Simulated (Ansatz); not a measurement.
A series of calculations on H2S3O

**1. Relaxation**

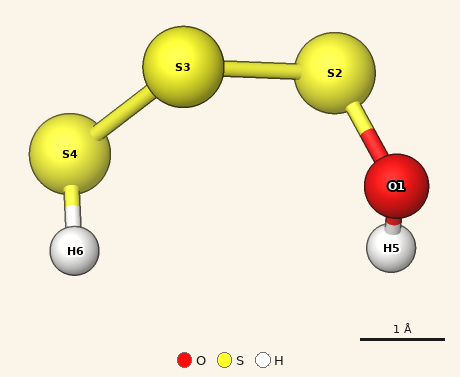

This is the input geometry for a relaxation of H2S3O. A ball-and-stick model, seen face on.

The run prepares an end point of a later path (torsion) calculation, from a guessed geometry.

Level of theory: Ansatz 0.2.0, RKS r2SCAN/def2-SVP.

The input:
```yaml
crystal:
  periodic: [false, false, false]
  atoms:
    - { symbol: O, position_ang: [0.00874, 1.60192, -1.03125] }
    - { symbol: S, position_ang: [0.40265, 1.40494, 0.56591] }
    - { symbol: S, position_ang: [1.23444, -0.41776, 0.70401] }
    - { symbol: S, position_ang: [-0.26566, -1.80672, 1.10128] }
    - { symbol: H, position_ang: [-0.9273, 1.42471, -1.18034] }
    - { symbol: H, position_ang: [-0.45286, -2.2071, -0.1596] }
basis:
  gaussian: { orbitals: def2-SVP }
hamiltonian:
  xc: r2scan
relax:
  f_tol: 0.015
  max_steps: 40
output:
  orbitals: {}
```

Run as
```bash
ansatz run input.yaml --threads 1 --pin off --max-ram 2048MiB --backend cpu --events-out ev --progress --plain --runs-dir out
```

Question: What does the optimiser find from here?

Answer: After 9 accepted moves (10 points after the start) the energy has fallen by 1.11 kcal/mol. Largest force component: 0.74 eV/Å at the start, 0.0044 eV/Å at the end. The line search rejected the trial step at point 6 of the run. H5 moves most after the best rigid fit: 0.087 Å. Largest moves by element: H 0.087 Å, S 0.042 Å, O 0.042 Å. Near-neighbour distances that change, for instance: S3–S4 2.083 → 2.122 Å, O1–S2 1.657 → 1.682 Å, S2–S3 2.008 → 2.032 Å, S4–H6 1.336 → 1.355 Å. Bond angles that change, for instance: S2–O1–H5 111.0° → 106.3°.

Step by step:

```csv
step,"E − E(0), kcal/mol","largest force component, eV/Å",note
0,0.00,0.7401,
1,-0.32,0.9164,
2,-0.38,1.4821,
3,-0.91,0.3634,
4,-0.97,0.5025,
5,-1.02,0.0804,
6,-0.95,0.1759,rejected
7,-1.10,0.0926,
8,-1.11,0.0252,
9,-1.11,0.0177,
10,-1.11,0.0044,
```

The structure at the end:

```xyz
6

O     0.0015    1.6291   -1.0619
S     0.4269    1.4374    0.5545
S     1.2519   -0.4103    0.7356
S    -0.2897   -1.8222    1.1006
H    -0.9264    1.3504   -1.1351
H    -0.4643   -2.1843   -0.1937
```

After the run, drawn alike:

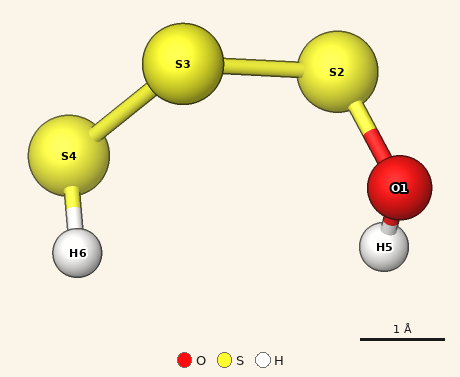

**2. Relaxation**

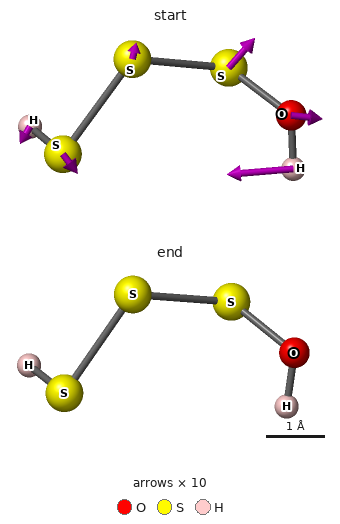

The structure of H₂S₃O before (top) and after (bottom) a relaxation, at one scale. The purple arrows give the displacements, 10 times their true length.

Style: ball-and-stick. Shown face on.

The run prepares an end point of a later path (torsion) calculation, from a guessed geometry.

Level of theory: RKS r2SCAN/def2-SVP in Ansatz 0.2.0. Settings: no spin polarisation; force threshold 0.015 eV/Å; at most 40 steps.

**Describe what moved and what it gained.**

Over 7 geometry steps the energy falls by 1.21 kcal/mol. Largest force component: 0.66 eV/Å at the start, 0.014 eV/Å at the end. The largest move after the best rigid fit is that of an H atom, 0.12 Å. By element the largest moves are H 0.12 Å, S 0.07 Å, O 0.06 Å. Among the contacts that change: S–S 2.083 → 2.123 Å, S–S 2.008 → 2.034 Å, O–S 1.657 → 1.679 Å, H–S 1.336 → 1.356 Å. Bond angles that change, for instance: S–O–H 111.0° → 106.6°. The run took 65 s on 1 thread of Intel(R) Xeon(R) Processor @ 2.50GHz (Skylake/Cascade Lake) (shared host), peak memory 0.16 GiB.

**3. Path**

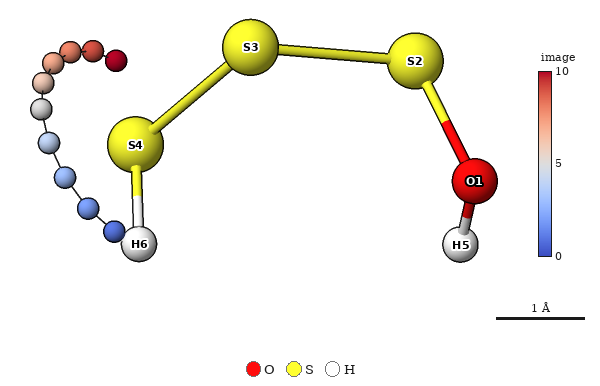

NEB run on H₂S₃O. Images are numbered from 0 (start) to 10 (end). The start is drawn whole; smaller spheres mark the moving atoms (H) in the later images, joined by lines and coloured by the number of the image. Style: ball-and-stick. Shown at a tilt.

All numbers below come from RKS r2SCAN/def2-SVP in Ansatz.

Input file:
```yaml
crystal:
  periodic: [false, false, false]
  atoms:
    - { symbol: O, position_ang: [0.000901, 1.629489, -1.061277] }
    - { symbol: S, position_ang: [0.426981, 1.437198, 0.554959] }
    - { symbol: S, position_ang: [1.252201, -0.41045, 0.734895] }
    - { symbol: S, position_ang: [-0.289004, -1.822688, 1.100016] }
    - { symbol: H, position_ang: [-0.926994, 1.350723, -1.134133] }
    - { symbol: H, position_ang: [-0.464075, -2.184282, -0.19445] }
basis:
  gaussian: { orbitals: def2-SVP }
hamiltonian:
  xc: r2scan
neb:
  order_check: false
  images: 9
  f_tol: 0.05
  max_iterations: 26
  initial_path: idpp
  final_atoms:
    - { symbol: O, position_ang: [0.07205773, 1.94004107, -0.9216158] }
    - { symbol: S, position_ang: [0.10093074, 1.28131319, 0.62266636] }
    - { symbol: S, position_ang: [1.18453382, -0.43586218, 0.51151051] }
    - { symbol: S, position_ang: [-0.11080697, -2.02316466, -0.0454444] }
    - { symbol: H, position_ang: [-0.7023366, 1.56161177, -1.37026008] }
    - { symbol: H, position_ang: [-0.54436872, -2.3239492, 1.20315341] }
```

Run as
```bash
ansatz run input.yaml --threads 1 --pin off --max-ram 2048MiB --backend cpu --events-out ev --progress --plain --runs-dir out
```

**Describe the path and its energy.**

The motion is a rotation about the S3–S4 bond by about 180°. No bond forms or breaks between the ends. Among the angles between lasting bonds that change up to the highest image: S3–S4–H6 96.1° → 92.0°, S2–S3–S4 109.0° → 104.9°. The energy climbs by 21.2 kJ/mol to image 5 and then falls by 22.0 kJ/mol, so the end point sits at −0.9 kJ/mol. The band is converged. At the top, the vibrational analysis gives one imaginary mode (224i cm⁻¹), as a transition state must have.
